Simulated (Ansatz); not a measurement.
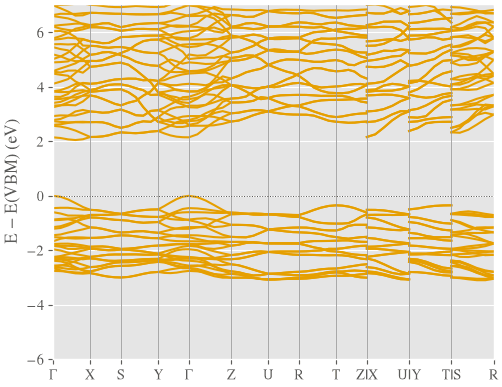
Fig. 1. Band structure from PBE (plane waves, PAW; program Ansatz)

### Question
Read off the gap and where the band edges lie.

### Answer
About 2.0 eV (2.05 eV by a search for the band edges); maximum at Γ, minimum on the Γ–X line, 60 % of the way from Γ.

### Question
Pick the material that matches.
A. TiO2, Pbca (Ti on 8c, O on 8c, O on 8c)
B. LaN, Pnma (La on 4c, N on 4c)
C. ZnGaNO, Pna2_1 (Zn on 4a, Ga on 4a, O on 4a, N on 4a)
D. CaTiN2, Pna2_1 (Ca on 4a, Ti on 4a, N on 4a, N on 4a)

### Answer
D, CaTiN2, Pna2_1 (Ca on 4a, Ti on 4a, N on 4a, N on 4a)

The start of the workflow was typed in or built on a structure type; neither database checked (COD, Materials Project) lists it. COD files the formula under space group No. 31, 59. Whether it is the stable phase at ambient conditions was not checked. The cell was relaxed with PBE under the symmetry of its start; its stability against distortions is not shown here. The workflow began spin-polarised and lost its moments.

Potentials: the earlier of the program's two PAW sets.
